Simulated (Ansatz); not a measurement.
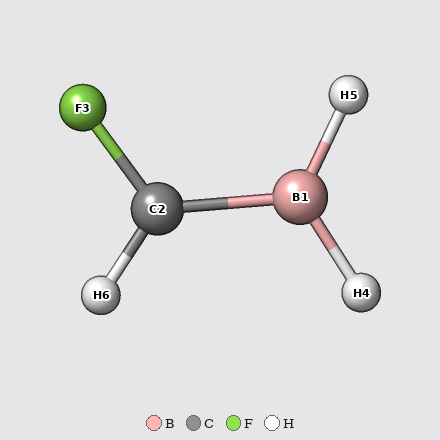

The system is CH₃BF, SMILES B[CH]F, spin multiplicity 2; the picture shows the reference structure. 
- The first coordinate is: umbrella angle at B1 (between each of its bonds and their common axis; 90 is planar); the second: change of the bonds B1–C2, B1–H4, B1–H5, all alike.
- Nothing is relaxed (all other coordinates rigid).
- The grid has 13 × 13 points; 91 points were computed and 78 follow by symmetry.
- Points are written as (first, second).
- Energies: eV, counted from the relaxed molecule at the same level.
- Computed with UKS PBE0-D4/def2-TZVP in Ansatz 0.2.0.

Its coordinates:

```xyz
6

B    -0.4637   -0.0218   -0.6395
C     0.4190   -0.0585    0.5825
F     0.8747    1.0514    1.1439
H    -0.8354   -1.0631   -1.0890
H    -0.7682    1.0246   -1.1245
H     0.7737   -0.9327    1.1264
```

Range: umbrella angle at B1 (between each of its bonds and their common axis; 90 is planar) from 66 to 114°; change of the bonds B1–C2, B1–H4, B1–H5, all alike from −0.143 to 0.221 Å.

What will the energy surface look like?

Answer. The lowest grid point is at (90°, 0.009 Å), 0.0032 eV from the relaxed molecule at the same level. It is the only kind of minimum in the scanned range. The highest grid point, (66°, 0.221 Å), lies 2.40 eV above the lowest. Round the minimum the two coordinates are nearly uncoupled.

```csv
"second ↓, first →",66,70,74,78,82,86,90,94,98,102,106,110,114
0.221,2.40,2.10,1.85,1.65,1.51,1.42,1.39,1.42,1.51,1.65,1.85,2.10,2.40
0.190,2.11,1.80,1.55,1.34,1.20,1.11,1.08,1.11,1.20,1.34,1.55,1.80,2.11
0.160,1.86,1.54,1.28,1.07,0.92,0.83,0.80,0.83,0.92,1.07,1.28,1.54,1.86
0.130,1.64,1.32,1.05,0.83,0.68,0.58,0.55,0.58,0.68,0.83,1.05,1.32,1.64
0.100,1.45,1.12,0.85,0.63,0.47,0.37,0.34,0.37,0.47,0.63,0.85,1.12,1.45
0.069,1.31,0.97,0.69,0.46,0.30,0.20,0.17,0.20,0.30,0.46,0.69,0.97,1.31
0.039,1.22,0.87,0.58,0.35,0.19,0.09,0.06,0.09,0.19,0.35,0.58,0.87,1.22
0.009,1.18,0.83,0.54,0.31,0.14,0.04,0.00,0.04,0.14,0.31,0.54,0.83,1.18
−0.022,1.22,0.86,0.56,0.33,0.16,0.05,0.02,0.05,0.16,0.33,0.56,0.86,1.22
−0.052,1.34,0.97,0.67,0.43,0.26,0.15,0.12,0.15,0.26,0.43,0.67,0.97,1.34
−0.082,1.55,1.18,0.87,0.62,0.45,0.34,0.31,0.34,0.45,0.62,0.87,1.18,1.55
−0.113,1.87,1.50,1.18,0.94,0.76,0.65,0.62,0.65,0.76,0.94,1.18,1.50,1.87
−0.143,2.31,1.93,1.61,1.36,1.18,1.07,1.04,1.07,1.18,1.36,1.61,1.93,2.31
```

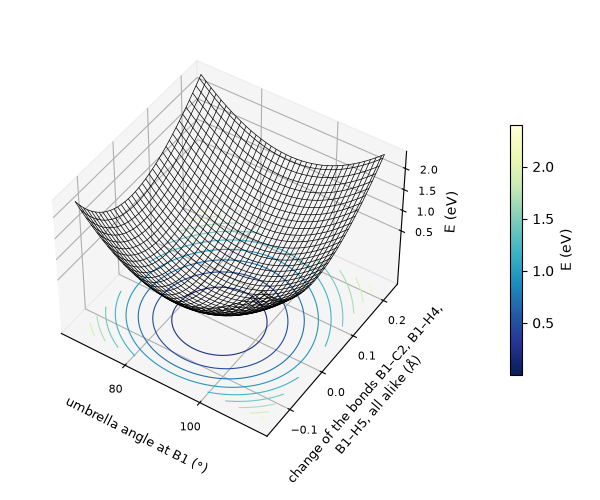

In the figure: a relief with its contours projected below. Between grid points the surface is interpolated.

Each point was launched as `ansatz run input.yaml --threads 1 --pin off --max-ram 2560MiB --backend cpu --events-out ev --progress --plain --runs-dir out`. Time for the 91 points that were run: 6.3 min on 1 thread of Arm Neoverse V1, on a shared host.
